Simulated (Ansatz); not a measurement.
# Cl₂F₂H₂Si₂: how energies converge with the basis set

How large a basis does Cl₂F₂H₂Si₂ need? Two functionals are run in growing sets.

Computed with Ansatz 0.2.0, Gaussian basis. Level: one geometry, several basis sets.

Plan: PBE0-D4/def2-SVP; ωB97M-V/def2-SVP; PBE0-D4/def2-QZVPP; ωB97M-V/def2-QZVPP; the functionals' def2-TZVPP values are taken from earlier runs.

### 1 Structure used throughout

All runs share one geometry, relaxed beforehand with PBE0-D4 in a triple-zeta def2 set.

SMILES `F[Si@@H](Cl)[Si@@H](F)Cl`, 8 atoms, charge 0, spin multiplicity 1.

Atoms are counted from 1 here; the program's logs count them from 0.

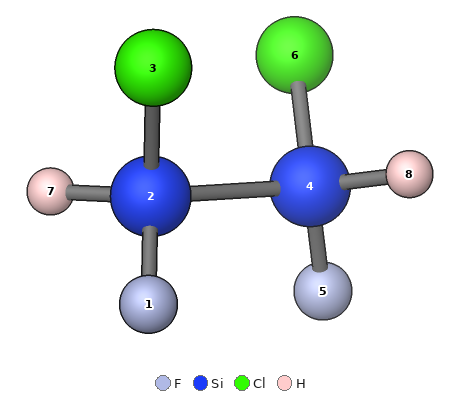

The structure; fluorine light blue, silicon blue, chlorine green, hydrogen pink; atoms are numbered from 1 in the order of the file.

Geometry (Å):

```xyz
8
Cl2F2H2Si2
F    -0.1695    0.1366   -2.3385
Si    0.5114    0.5004   -0.9443
Cl    0.2146    2.4871   -0.5750
Si   -0.5382   -0.6603    0.8042
F    -0.5159   -2.2284    0.5205
Cl    0.5637   -0.2879    2.4831
H     1.9646    0.2528   -1.0627
H    -1.9386   -0.2575    1.0569
```

### 2 PBE0-D4 in def2-SVP

The input, in.yaml:

```yaml
crystal:
  periodic: [false, false, false]
  atoms:
    - {symbol: F, position_ang: [-0.169506, 0.136572, -2.338539]}
    - {symbol: Si, position_ang: [0.511415, 0.500375, -0.944283]}
    - {symbol: Cl, position_ang: [0.214632, 2.487074, -0.575014]}
    - {symbol: Si, position_ang: [-0.538212, -0.660270, 0.804231]}
    - {symbol: F, position_ang: [-0.515945, -2.228377, 0.520490]}
    - {symbol: Cl, position_ang: [0.563670, -0.287856, 2.483149]}
    - {symbol: H, position_ang: [1.964600, 0.252838, -1.062689]}
    - {symbol: H, position_ang: [-1.938555, -0.257456, 1.056854]}
basis:
  gaussian: {orbitals: def2-SVP}
hamiltonian: {xc: pbe0, dispersion: d4}
output: {orbitals: {seedname: orbitals}}
```

Launch:

```
ansatz run in.yaml --threads 4 --pin off --events-out ev --progress --plain --max-ram 10444MiB
```

What it wrote:

```text
Functional definition: PBE0
  name "PBE0"
  cite "Adamo & Barone, J. Chem. Phys. 110, 6158 (1999) doi:10.1063/1.478522"
  cite "Perdew, Burke & Ernzerhof, Phys. Rev. Lett. 77, 3865 (1996) doi:10.1103/PhysRevLett.77.3865"
  parent pbe
  parameter a = 0.25
  parameter kappa = 0.804
  parameter beta = 0.06672455060314922
  exchange = (1 - a)*pbe_x(kappa = kappa, mu = beta*pi^2/3) + a*exact_x
  correlation = pbe_c(beta = beta)
1004 factors; integrals over basis functions are off by at most 1.0e-3 eV
mean field evaluation 1: about -46232.9573 eV, gradient 3.9e1 eV
mean field evaluation 2: about -46229.4190 eV, gradient 6.2e1 eV
mean field evaluation 4: about -46235.3861 eV, gradient 1.1e0 eV
mean field evaluation 8: about -46235.4313 eV, gradient 7.2e-2 eV
mean field -46235.43128389 eV, -1699.1207601819 hartree, gradient 8.5e-5 eV, S^2 0.000000; 0 other end points of the search recorded, 0 dependent functions left out
reference -46235.43130866 eV, -1699.1207610921 hartree; 41, 41 occupied and 69, 69 virtual orbitals, 1004 factors
Total energy: -46235.66336989 eV, -1699.1292891852 hartree
```

It took 1.3 s on 4 threads of Arm Neoverse V1, shared host.

### 3 ωB97M-V in def2-SVP

in.yaml, as its differences from that of step 2:

```diff
@@ -13,3 +13,3 @@
   gaussian: {orbitals: def2-SVP}
-hamiltonian: {xc: pbe0, dispersion: d4}
+hamiltonian: {xc: {name: wB97M-V}}
 output: {orbitals: {seedname: orbitals}}
```

The command is unchanged.

What it wrote, cut to the lines that bear on the results:

```text
Functional definition: wB97M-V
  name "wB97M-V"
  cite "Mardirossian & Head-Gordon, J. Chem. Phys. 144, 214110 (2016) doi:10.1063/1.4952647"
  cite "Becke, J. Chem. Phys. 107, 8554 (1997) doi:10.1063/1.475007"
  cite "Vydrov & Van Voorhis, J. Chem. Phys. 133, 244103 (2010) doi:10.1063/1.3521275"
  # Of w^i u^j: cxij and so on, Table III.
[...]
  gx(w, u) = 1 - cx + cx01*u + cx10*w
  gss(w, u) = css00 + css04*u^4 + css10*w + css20*w^2 + css43*w^4*u^3
  gos(w, u) = cos00 + cos10*w + (cos20 + cos21*u)*w^2 + (cos60 + cos61*u)*w^6
[...]
      + integral(e_c_pw_mod_opposite_spin*gos(b97_w_opposite, b97_u_opposite)) + vv10(b, c)
1004 factors; integrals over basis functions are off by at most 1.0e-3 eV
291 factors; integrals over basis functions are off by at most 5.5e-6 eV
[...]
mean field -46251.96575655 eV, -1699.7283908448 hartree, gradient 2.0e-5 eV, S^2 0.000000; 0 other end points of the search recorded, 0 dependent functions left out
reference -46251.96579403 eV, -1699.7283922221 hartree; 41, 41 occupied and 69, 69 virtual orbitals, 1004 factors
Total energy: -46251.96579403 eV, -1699.7283922221 hartree
```

Run time: 6.5 s. Hardware: 4 threads of Arm Neoverse V1, shared host; peak memory 0.37 GiB.

### 4 PBE0-D4 in def2-QZVPP

in.yaml, as its differences from that of step 3:

```diff
@@ -12,4 +12,4 @@
 basis:
-  gaussian: {orbitals: def2-SVP}
-hamiltonian: {xc: {name: wB97M-V}}
+  gaussian: {orbitals: "def2-QZVPP.json"}
+hamiltonian: {xc: pbe0, dispersion: d4}
 output: {orbitals: {seedname: orbitals}}
```

Same command.

What it wrote:

```text
Functional definition: PBE0
  name "PBE0"
  cite "Adamo & Barone, J. Chem. Phys. 110, 6158 (1999) doi:10.1063/1.478522"
  cite "Perdew, Burke & Ernzerhof, Phys. Rev. Lett. 77, 3865 (1996) doi:10.1103/PhysRevLett.77.3865"
  parent pbe
  parameter a = 0.25
  parameter kappa = 0.804
  parameter beta = 0.06672455060314922
  exchange = (1 - a)*pbe_x(kappa = kappa, mu = beta*pi^2/3) + a*exact_x
  correlation = pbe_c(beta = beta)
1984 factors; their error is unknown
mean field evaluation 1: about -46255.7675 eV, gradient 4.5e1 eV
mean field evaluation 2: about -46251.7389 eV, gradient 7.1e1 eV
mean field evaluation 4: about -46258.5069 eV, gradient 1.5e0 eV
mean field evaluation 8: about -46258.5113 eV, gradient 9.9e-2 eV
mean field evaluation 16: about -46258.5539 eV, gradient 1.7e-5 eV
mean field -46258.55388937 eV, -1699.9705002603 hartree, gradient 1.7e-5 eV, S^2 0.000000; 0 other end points of the search recorded, 0 dependent functions left out
reference -46258.55392598 eV, -1699.9705016058 hartree; 41, 41 occupied and 413, 413 virtual orbitals, 1984 factors
Total energy: -46258.78598722 eV, -1699.9790296989 hartree
```

Run time: 13 s. Hardware: 4 threads of Arm Neoverse V1, shared host; peak memory 2.2 GiB.

### 5 ωB97M-V in def2-QZVPP

in.yaml, as its differences from that of step 4:

```diff
@@ -13,3 +13,3 @@
   gaussian: {orbitals: "def2-QZVPP.json"}
-hamiltonian: {xc: pbe0, dispersion: d4}
+hamiltonian: {xc: {name: wB97M-V}}
 output: {orbitals: {seedname: orbitals}}
```

Same command.

What it wrote, cut to the lines that bear on the results:

```text
Functional definition: wB97M-V
  name "wB97M-V"
  cite "Mardirossian & Head-Gordon, J. Chem. Phys. 144, 214110 (2016) doi:10.1063/1.4952647"
  cite "Becke, J. Chem. Phys. 107, 8554 (1997) doi:10.1063/1.475007"
  cite "Vydrov & Van Voorhis, J. Chem. Phys. 133, 244103 (2010) doi:10.1063/1.3521275"
  # Of w^i u^j: cxij and so on, Table III.
[...]
  gx(w, u) = 1 - cx + cx01*u + cx10*w
  gss(w, u) = css00 + css04*u^4 + css10*w + css20*w^2 + css43*w^4*u^3
  gos(w, u) = cos00 + cos10*w + (cos20 + cos21*u)*w^2 + (cos60 + cos61*u)*w^6
[...]
      + integral(e_c_pw_mod_opposite_spin*gos(b97_w_opposite, b97_u_opposite)) + vv10(b, c)
1912 factors; their error is unknown
318 factors; integrals over basis functions are off by at most 3.0e-5 eV
[...]
mean field -46275.00854607 eV, -1700.5751977408 hartree, gradient 2.5e-5 eV, S^2 0.000000; 0 other end points of the search recorded, 0 dependent functions left out
reference -46275.00860526 eV, -1700.5751999159 hartree; 41, 41 occupied and 413, 413 virtual orbitals, 1912 factors
Total energy: -46275.00860526 eV, -1700.5751999159 hartree
```

Run time: 26 s. Hardware: 4 threads of Arm Neoverse V1, shared host; peak memory 2.5 GiB.

### 6 Density functionals: the series

The def2-TZVPP values come from earlier runs at the same geometry.

| functional | basis | functions | energy (eV) | from the largest (eV) | HOMO (eV) | LUMO (eV) |
| --- | --- | --- | --- | --- | --- | --- |
| PBE0-D4 | def2-SVP | 110 | -46235.6634 | 23.123 | -8.44 | -0.87 |
| PBE0-D4 | def2-TZVPP | 258 | -46257.2003 | 1.586 | -8.53 | -1.13 |
| PBE0-D4 | def2-QZVPP | 454 | -46258.7860 | 0.000 | -8.56 | -1.21 |
| ωB97M-V | def2-SVP | 110 | -46251.9658 | 23.043 | -10.44 | 1.08 |
| ωB97M-V | def2-TZVPP | 258 | -46273.5156 | 1.493 | -10.57 | 0.72 |
| ωB97M-V | def2-QZVPP | 454 | -46275.0086 | 0.000 | -10.61 | 0.56 |

### 7 What came out

| quantity | value |
| --- | --- |
| PBE0-D4: double and triple zeta above quadruple | 23.12, 1.59 eV |
| ωB97M-V: double and triple zeta above quadruple | 23.04, 1.49 eV |

**Reading.** PBE0-D4 gains 21.54 eV from double to triple zeta, then 1.59 eV more. These are total energies; as a rule much of such shifts cancels in differences, which this series doesn't test. The LUMO of ωB97M-V is positive and keeps falling with the basis (1.08 to 0.56 eV): an unbound level that the basis holds in place.

For PBE0-D4 the largest set took about 10 times as long as the smallest (13 s against 1.3 s).
